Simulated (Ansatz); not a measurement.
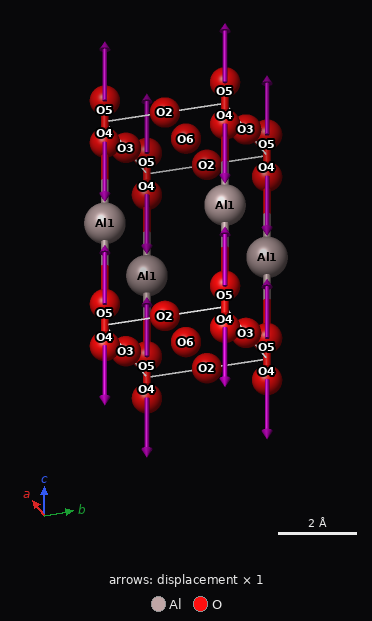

A relaxation of solid AlO₅ (a generated structure, set up in P4/mmm) (coarse preliminary run). The starting structure is drawn; purple arrows show the displacements (the part carried along by the change of the cell is left out), at their true length.

The picture is a ball-and-stick view of the cell of the calculation, seen from a free direction.

Theory: DFT PBE, scalar-relativistic, plane waves, PAW (Ansatz).

Input file:
```yaml
crystal:
  lattice:
    - [3.27133713, 0.0, 0.0]
    - [0.0, 3.27133713, 0.0]
    - [0.0, 0.0, 5.8057128]
  atoms:
    - { symbol: Al, position: [0.0, 0.0, 0.5] }
    - { symbol: O, position: [0.0, 0.5, 0.0] }
    - { symbol: O, position: [0.5, 0.0, 0.0] }
    - { symbol: O, position: [0.0, 0.0, 0.89681274] }
    - { symbol: O, position: [0.0, 0.0, 0.10318726] }
    - { symbol: O, position: [0.5, 0.5, 0.0] }
basis:
  ecutwfc: 420
kpoints:
  mp_grid: { grid: [6, 6, 4] }
hamiltonian:
  xc: pbe
scf:
  occupations: { method: gaussian, width: 0.1 }
  lower_state_search: "off"
output:
  forces: true
  stress: true
  eigenvalues: true
relax:
  adjacent_minimum: "off"
  f_tol: 0.04
  max_steps: 70
  cell: { stress_tol: 0.4 }
```

Launched with:
```bash
ansatz run input.yaml --threads 1 --pin off --max-ram 2560MiB --backend cpu --events-out ev --progress --plain --runs-dir out
```

Q: Atoms of which element are displaced furthest, and by how much?

A: Oxygen: up to 1.70 Å, against 0.00 Å for aluminium.

Q: What happened in the run?

A: Over 27 accepted moves (34 points after the start) the energy falls by 9.904 eV per cell of the calculation. The largest force component goes from 13 to 0.0097 eV/Å. Pressure: 77.50 GPa at the start and 0.07 GPa at the end. The line search rejected the trial step at point 13 of the run. The SCF was repeated 6 times at an unchanged geometry on a basis and grid sized afresh for the cell, which shifted the energy by 0.331 eV per cell of the calculation at most. The largest moves relative to the cell, 1.70 Å, are those of O4 and O5. O4 goes along −c. Al stays in place. The drawn cell changes as follows: a = b 3.271 → 3.371 Å (+3.1 %), c 5.806 → 8.461 Å (+45.7 %); the volume changes by +54.8 %. Among the contacts that change: O4–O5 1.198 → 5.143 Å, O2–O4 1.742 → 3.075 Å, Al1–O4 2.304 → 1.659 Å. Bonds break: O4–O5 (1.20 → 5.14 Å). The space group stays P4/mmm (No. 123). Cost: 6.2 min on 1 thread of Intel(R) Xeon(R) Processor @ 2.50GHz (Skylake/Cascade Lake), on a shared host, peak memory 0.39 GiB.

Limits of the set-up: an odd number of electrons was run without spin polarisation, which fails if the electron would localise.
